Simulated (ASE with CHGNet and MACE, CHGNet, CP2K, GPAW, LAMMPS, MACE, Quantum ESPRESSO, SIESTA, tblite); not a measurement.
## Amorphous 32Ga2O3-68GeO2 (mol %) (69 atoms) in machine-learned potentials

Wanted: machine-learned potentials inputs and outputs for amorphous 32Ga2O3-68GeO2 (mol %) (69 atoms), checked against a plane-wave reference.

Main program and level: ASE with CHGNet and MACE; the method is named at each step.

**1. The structure**

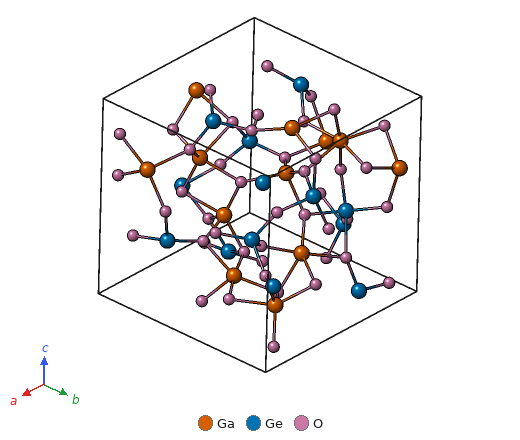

The cell as given, from a free direction (gallium orange, germanium blue, oxygen pink). Bonds to atoms that aren't drawn are left out. Some periodic images of atoms are drawn too.

The cell holds 69 atoms: 12 Ga, 13 Ge and 44 O. Its edges and angles: a = 9.780 Å, b = 9.780 Å, c = 9.780 Å, α = 90.0°, β = 90.0°, γ = 90.0°. 69 atoms (12 Fe, 13 Ge, 44 O) placed at random at 4.19 g/cm³, melted at 5000 K for 10 ps at fixed volume with the Morse and Coulomb pair potential with partial charges (Pedone, Malavasi, Menziani, Cormack and Segre, J. Phys. Chem. B 110, 11780 (2006)). Quenched from 5000 K to 300 K at 20 K/ps and fixed volume, held 5 ps, then minimised at fixed cell. Then Fe was replaced by Ga and the cell scaled by 1.006 (the potential has no terms for the new elements, so the cell is a start for a DFT relaxation).

The yardstick, on the same geometry:

| Quantity | Value |
| --- | --- |
| method | Kohn-Sham DFT, PBE, SSSP efficiency 1.3.0 pseudopotentials, plane waves (Quantum ESPRESSO 7.5); sssp-pbe-1.3.0-efficiency, cutoffs 70/560 Ry, Γ point |
| r.m.s. force component | 0.9391 eV/Å |
| longest force | 3.11 eV/Å |
| pressure | -0.7187 GPa |
| gap (highest filled to lowest empty level) | 1.208 eV |
| time | 12 min on 1 thread of AMD EPYC 9R14 (Zen 4), shared host |
| CPU time | 12 min |

**2. CHGNet r2SCAN potential**

Method: machine-learned interatomic potential CHGNet r2SCAN, trained on r2SCAN plane-wave data.

Input file run.py:

```python
import numpy as np
from ase.io import read
import mlip  # loads the published weights by name

atoms = read("structure.xyz")
atoms.calc = mlip.calc("chgnet-r2scan")
energy = atoms.get_potential_energy()
forces = atoms.get_forces()
print(f"energy {energy:.6f} eV")
print("forces (eV/A)")
for i, (a, f) in enumerate(zip(atoms, forces)):
    print(f"{i:4d} {a.symbol:2s} {f[0]:10.5f} {f[1]:10.5f} {f[2]:10.5f}")
stress = -atoms.get_stress(voigt=False) * 160.21766
print("stress (GPa, compression positive)")
for row in stress:
    print(" ".join(f"{x:10.4f}" for x in row))
```

Input file structure.xyz:

```xyz
69
Lattice="9.77983 0.00000 0.00000 0.00000 9.77983 0.00000 0.00000 0.00000 9.77983" Properties=species:S:1:pos:R:3 pbc="T T T"
Ga 4.40112 0.63442 8.21652
Ga 0.57398 4.86077 5.77685
Ga 4.95877 6.72481 9.01681
Ga 4.87759 7.37243 2.96515
Ga 1.08556 9.57396 6.54828
Ga 5.90262 2.26178 6.11689
Ga 7.29204 8.05242 1.64497
Ga 6.73625 5.13265 1.70785
Ga 9.25328 2.19254 6.88226
Ga 3.80514 5.42164 5.75406
Ga 2.47117 7.33790 7.60069
Ga 5.41539 3.30568 3.45727
Ge 1.72594 4.32210 8.87686
Ge 5.44815 8.47725 6.51073
Ge 9.60242 9.20888 9.19764
Ge 0.19022 5.61480 1.77778
Ge 5.01148 0.48987 3.63722
Ge 9.31793 9.69054 4.08856
Ge 2.86177 2.43420 5.76580
Ge 2.77131 8.88214 0.81808
Ge 4.16640 2.51557 0.79158
Ge 8.78532 3.03449 3.47125
Ge 2.12056 7.44793 3.97775
Ge 7.70299 6.97145 4.65735
Ge 6.59307 3.58294 8.77701
O 5.40199 8.50581 8.38826
O 4.90899 4.06274 1.70844
O 6.27435 1.59216 4.30469
O 3.16153 8.43256 2.46246
O 5.45392 2.35303 9.36223
O 8.96683 5.96286 5.11896
O 2.93825 9.28507 7.21898
O 5.68854 0.46845 6.71962
O 0.06983 4.11848 2.65004
O 1.83108 6.82446 5.68560
O 8.18679 8.80605 0.22816
O 5.69313 5.03280 8.51246
O 5.09011 3.95301 5.24003
O 4.39330 6.99385 6.71894
O 3.52641 0.54767 0.17829
O 7.25654 3.76602 3.10823
O 4.60434 1.69005 2.29034
O 9.01935 0.29799 5.74066
O 3.75203 1.55108 4.59447
O 9.66306 0.91050 8.32606
O 9.16409 3.21942 5.15896
O 1.15050 8.96048 4.38322
O 0.92185 5.32267 0.25643
O 9.13915 1.34903 3.18998
O 2.35293 4.04073 5.36570
O 0.55481 3.87007 7.63061
O 1.08664 9.13074 0.62053
O 3.92289 2.34892 7.11307
O 7.27746 2.87449 7.34563
O 3.60191 6.36902 3.96494
O 1.44389 1.61348 6.15875
[... 9 atom lines left out ...]
O 7.54768 4.02098 0.31843
O 1.11627 6.63777 2.82060
O 4.79212 8.82864 4.74713
O 5.86878 9.10209 2.51733
```

Command:

```sh
OMP_NUM_THREADS=1 python run.py > output.txt
```

The program printed:

```text
CHGNet vr2scan initialized with 412,525 parameters
CHGNet will run on cpu
energy -702.211548 eV
forces (eV/A)
   0 Ga   -0.71288   -0.53010   -0.78270
   1 Ga   -0.07362   -0.19192    0.02117
   2 Ga    0.45852    0.27978    0.23055
   3 Ga    0.09191    0.61696    0.37990
   4 Ga    0.35407    0.26363    0.40302
   5 Ga   -0.99912   -0.14477   -0.16791
   6 Ga    0.41698    0.10977   -0.20411
   7 Ga    0.25386   -0.50121   -0.67837
   8 Ga    0.66507   -0.33390   -0.04582
   9 Ga   -0.11589    0.05262   -0.58216
  10 Ga    0.13392    0.77904    0.07089
  11 Ga    0.00029   -0.33946   -0.14837
  12 Ge    0.35553    0.07789    0.08800
  13 Ge   -0.31478    0.06952   -0.80178
  14 Ge    1.12287   -0.13999   -0.20015
  15 Ge    0.16484   -0.00070    0.57687
  16 Ge    0.03178   -0.03016    1.12345
  17 Ge    0.37528   -0.22738    0.44825
  18 Ge    0.99522   -0.80511   -0.14712
  19 Ge   -0.33476   -0.06384   -0.49312
  20 Ge    0.39417    0.74716    0.12973
  21 Ge    0.13958    0.18352    0.10565
  22 Ge   -0.46110   -0.26133   -0.11524
  23 Ge   -0.07396    0.24930    0.08673
[...]
61 O     0.66763    0.15072    0.42355
  62 O    -0.45835   -0.18564   -1.12570
  63 O    -0.15578   -0.54510    0.34659
  64 O     0.45416   -1.28597   -0.93583
  65 O     0.72684    0.46812    1.35876
  66 O    -0.11418    0.15054   -0.12320
  67 O    -0.28349   -0.29976   -0.39476
  68 O     0.22812   -0.97896   -0.83123
stress (GPa, compression positive)
   -3.1557     1.4726    -0.4973
    1.4726    -5.4625    -0.0276
   -0.4973    -0.0276    -4.4009
```

Elapsed: 7 s, on 1 thread of AMD EPYC 9R14 (Zen 4), shared host; peak memory 1.1 GiB.

Banners, paths, timers and routine set-up lines are dropped from the logs unmarked, and long logs keep their key lines alone; longer cuts are marked.

Numbers from this run, and their distance from the reference:

```yaml
r_m_s_force_component: 0.678 eV/Å
r_m_s_difference_of_force_components: 315 meV/Å
longest_difference_of_force_vectors: 991.6 meV/Å
force_difference_over_r_m_s_force: 33.55 %
slope_of_forces_against_the_reference_s: 0.7043
correlation_of_force_components: 0.9756
pressure: -4.34 GPa
pressure_difference: -3.621 GPa
```

Length of the force difference by element (eV/Å):

| element | atoms | mean | most |
| --- | --- | --- | --- |
| Ga | 12 | 0.35 | 0.61 |
| Ge | 13 | 0.37 | 0.74 |
| O | 44 | 0.58 | 0.99 |

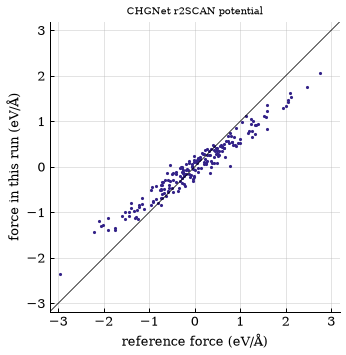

Force components against those of the reference; the line marks equality.

A closer look about O56, which bears the longest force: 12 atoms, nearest first, numbered in the order of the input, with positions taken from that point.

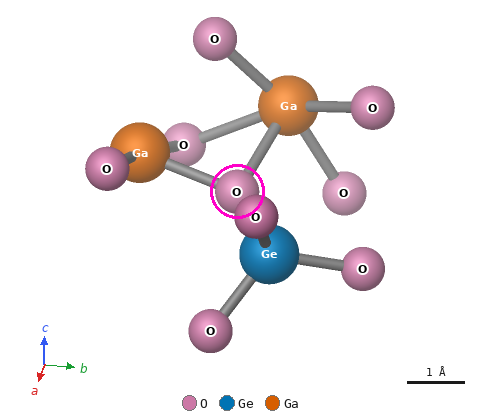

The atoms of the table, within 2.8 Å (arrows a, b, c point along x, y, z); some may hide others; the central atom is ringed.

| atom | x | y | z | distance (Å) | Fx | Fy | Fz (eV/Å) |
| --- | --- | --- | --- | --- | --- | --- | --- |
| O56 | 0.00 | 0.00 | 0.00 | 0.00 | -2.36 | -0.83 | 0.50 |
| Ge19 | 1.42 | 0.82 | -0.39 | 1.68 | 1.00 | -0.81 | -0.15 |
| Ga5 | -0.36 | -1.82 | 0.39 | 1.89 | 0.35 | 0.26 | 0.40 |
| Ga9 | -1.97 | 0.58 | 0.72 | 2.18 | 0.67 | -0.33 | -0.05 |
| O43 | -2.20 | -1.32 | -0.42 | 2.60 | 0.37 | 0.45 | 1.54 |
| O50 | 0.91 | 2.43 | -0.79 | 2.71 | -0.60 | 2.07 | -0.30 |
| O53 | 2.48 | 0.74 | 0.95 | 2.76 | 1.62 | -0.32 | 1.47 |
| O45 | -1.56 | -0.70 | 2.17 | 2.76 | -0.19 | 1.34 | -1.15 |
| O44 | 2.31 | -0.06 | -1.56 | 2.79 | -0.23 | -0.54 | -1.10 |
| O32 | 1.49 | -2.11 | 1.06 | 2.79 | -0.56 | -0.51 | 0.12 |
| O46 | -2.06 | 1.61 | -1.00 | 2.80 | 0.67 | 0.52 | 1.76 |
| O51 | -0.89 | 2.26 | 1.47 | 2.84 | -1.09 | -0.41 | -1.16 |

Atoms are counted from 1 here, from 0 in the log.

Forces lie 34 % from the reference's, at 0.0058 times its CPU time.

**3. MACE MPA-0 medium potential**

Method: machine-learned interatomic potential MACE MPA-0 medium, trained on PBE(+U) plane-wave data.

Changes to run.py since step 2:

```diff
@@ -5,3 +5,3 @@
 atoms = read("structure.xyz")
-atoms.calc = mlip.calc("chgnet-r2scan")
+atoms.calc = mlip.calc("mace-mpa-0-medium")
 energy = atoms.get_potential_energy()
```

structure.xyz is that of step 2.

The program printed:

```text
energy -417.944687 eV
forces (eV/A)
   0 Ga   -0.82332   -0.55797   -0.87228
   1 Ga   -0.27660    0.00540    0.00745
   2 Ga    0.45930    0.22446   -0.02822
   3 Ga    0.22912    0.84632    0.54272
   4 Ga    0.45447    0.39637    0.43148
   5 Ga   -1.40942   -0.31280   -0.38908
   6 Ga    0.52402    0.08682   -0.23338
   7 Ga    0.45249   -0.77697   -0.94281
   8 Ga    0.85819   -0.64986   -0.02966
   9 Ga    0.00862    0.03058   -0.68518
  10 Ga    0.11663    1.06359    0.16789
  11 Ga   -0.05570   -0.82605   -0.23040
  12 Ge    0.59753   -0.17928    0.43714
  13 Ge   -0.11809    0.21103   -0.71510
  14 Ge    0.86783   -0.14121   -0.15857
  15 Ge    0.13696   -0.16626    0.47839
  16 Ge   -0.42467   -0.12758    1.46051
  17 Ge    0.42826    0.04534    0.82827
  18 Ge    0.90785   -1.39139   -0.38701
  19 Ge   -0.33862   -0.05958   -0.74414
  20 Ge    0.16293    0.82230    0.21362
  21 Ge   -0.05946    0.12575    0.04038
  22 Ge   -0.36747   -0.05711   -0.19033
  23 Ge   -0.15693    0.17954    0.43766
[...]
61 O     0.78806    0.21921    0.66384
  62 O    -0.50184   -0.03047   -1.93119
  63 O    -0.38064   -0.51653    0.30455
  64 O     0.58851   -1.94867   -1.10595
  65 O     1.25603    0.39459    1.49054
  66 O    -0.23655    0.03084   -0.40697
  67 O    -0.60104   -0.63153   -0.76857
  68 O     0.43141   -1.26279   -1.17111
stress (GPa, compression positive)
    0.7963     2.1031    -0.6835
    2.1031    -2.0242    -0.3106
   -0.6835    -0.3106    -0.5030
```

Elapsed: 8.9 s, on 1 thread; peak memory 0.98 GiB.

Numbers from this run, and their distance from the reference:

| Property | Result |
| --- | --- |
| r.m.s. force component | 0.8997 eV/Å |
| r.m.s. difference of force components | 83.49 meV/Å |
| longest difference of force vectors | 330 meV/Å |
| force difference over r.m.s. force | 8.89 % |
| slope of forces against the reference's | 0.955 |
| correlation of force components | 0.9968 |
| pressure | -0.577 GPa |
| pressure difference | 0.1417 GPa |

Against the first run (34 %), the force difference from the reference is 8.9 %, at 1.7 times the CPU time.

**4. CHGNet 0.3.0 potential**

Method: machine-learned interatomic potential CHGNet 0.3.0, trained on PBE(+U) plane-wave data.

Changes to run.py since step 3:

```diff
@@ -5,3 +5,3 @@
 atoms = read("structure.xyz")
-atoms.calc = mlip.calc("mace-mpa-0-medium")
+atoms.calc = mlip.calc("chgnet-0.3.0")
 energy = atoms.get_potential_energy()
```

structure.xyz is that of step 3.

The program printed:

```text
CHGNet v0.3.0 initialized with 412,525 parameters
CHGNet will run on cpu
energy -450.004669 eV
forces (eV/A)
   0 Ga   -0.92748   -0.54751   -0.85201
   1 Ga   -0.13128   -0.22936    0.10454
   2 Ga    0.63427    0.08874    0.29710
   3 Ga    0.03954    0.88647    0.57462
   4 Ga    0.42807    0.29519    0.35432
   5 Ga   -1.18925   -0.16661   -0.32627
   6 Ga    0.69742    0.31549   -0.25515
   7 Ga    0.44117   -0.69559   -0.88550
   8 Ga    0.79367   -0.38559   -0.08197
   9 Ga   -0.09113   -0.01142   -0.76484
  10 Ga    0.04709    0.88712    0.25273
  11 Ga   -0.12652   -0.52929   -0.20614
  12 Ge    0.55670   -0.04735    0.34342
  13 Ge   -0.11684    0.04625   -1.21801
  14 Ge    1.21826   -0.14213   -0.05862
  15 Ge    0.27714   -0.04186    0.71612
  16 Ge   -0.12916   -0.03852    1.33977
  17 Ge    0.54161   -0.13074    0.45592
  18 Ge    1.17991   -1.12950   -0.34391
  19 Ge   -0.46718   -0.09108   -0.49847
  20 Ge    0.02873    0.96812    0.15496
  21 Ge    0.25478    0.09009    0.01002
  22 Ge   -0.58194   -0.16502   -0.36341
  23 Ge   -0.05431    0.26746    0.30037
[...]
61 O     0.68130    0.16909    0.41680
  62 O    -0.66666   -0.23674   -1.75946
  63 O    -0.31663   -0.69351    0.36106
  64 O     0.51649   -1.88664   -1.15093
  65 O     1.17751    0.49876    1.66112
  66 O    -0.24810    0.09976   -0.30929
  67 O    -0.53577   -0.68179   -0.48721
  68 O     0.53222   -1.32539   -1.21905
stress (GPa, compression positive)
    0.9942     1.8204    -0.5814
    1.8204    -1.3777    -0.2021
   -0.5814    -0.2021    -0.2320
```

Run time: 3.7 s. Hardware: 1 thread; peak memory 1.1 GiB.

Numbers from this run, and their distance from the reference:

```yaml
r_m_s_force_component: 0.9113 eV/Å
r_m_s_difference_of_force_components: 143.8 meV/Å
longest_difference_of_force_vectors: 513.2 meV/Å
force_difference_over_r_m_s_force: 15.32 %
slope_of_forces_against_the_reference_s: 0.9592
correlation_of_force_components: 0.9884
pressure: -0.2052 GPa
pressure_difference: 0.5135 GPa
```

Against the first run (34 %), the force difference from the reference is 15 %, at 0.91 times the CPU time.

**5. Side by side**

Differences are against the plane-wave reference, forces as r.m.s. over components; share is that over the reference's r.m.s. force, slope the least-squares factor from reference forces to these. Total energies of different programs have different zeros and aren't compared.

| run | Δ force, r.m.s. (meV/Å) | share (%) | slope | Δ pressure (GPa) | cores | CPU time | memory (GiB) |
| --- | --- | --- | --- | --- | --- | --- | --- |
| reference | - | - | - | - | 1 | 12 min | 3.2 |
| CHGNet r2SCAN potential | 315 | 33.5 | 0.704 | -3.62 | 1 | 4 s | 1.1 |
| MACE MPA-0 medium potential | 83.5 | 8.89 | 0.955 | 0.142 | 1 | 6.9 s | 0.98 |
| CHGNet 0.3.0 potential | 144 | 15.3 | 0.959 | 0.513 | 1 | 3.6 s | 1.1 |

Times of the machine-learned potentials are mostly Python's start and the loading of weights.

CPU time is summed over cores on a shared host, where runs went side by side, so it is rough. Symmetry, cutoffs, thresholds, outputs and thread counts weren't matched or tuned between programs; memory under MPI is the largest rank's times the ranks.

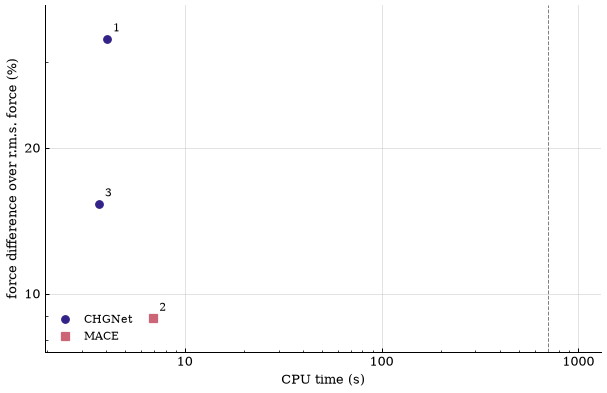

Force difference against CPU time; the dashed line marks the reference's time. Points: 1 CHGNet r2SCAN potential; 2 MACE MPA-0 medium potential; 3 CHGNet 0.3.0 potential.

**6. What came out**

```yaml
nearest_in_forces: MACE MPA-0 medium potential, 8.9 %
its_cpu_time: 6.9 s
```

Machine-learned potentials differ by 8.9 % (MACE MPA-0 medium potential) to 34 % (CHGNet r2SCAN potential); they were trained on other programs' data, some at another functional. The reference's pressure holds the uncorrected Pulay stress of its 70 Ry basis, so small pressure differences, and their order, may be the reference's own error. Machine-learned potentials mimic data converged in k, so the reference's own k-point error enters their differences. The quench rate of 20 K/ps is many orders above laboratory rates, so the cell is likely richer in defects and strain than a real sample. The network of bonds at the start is that of the classical potential that made the cell, and needn't be the one that DFT or experiment would give. The electronic-structure runs sample only Γ, in a cell whose shortest periodic width is 10 Å.

[Also dropped from logs without a mark: logging warnings of Python, and SIESTA's first energy breakdown and zero terms.]

[Logs are printed without paths, hosts, clocks, repeated set-up lines and the standing remarks that a program may print on its own settings, such as how far it seeks lower states.]

[Hosts, paths, dates, database ids (printed as entryN), source tags and the programs' standing remarks are cut or masked in the printed files.]
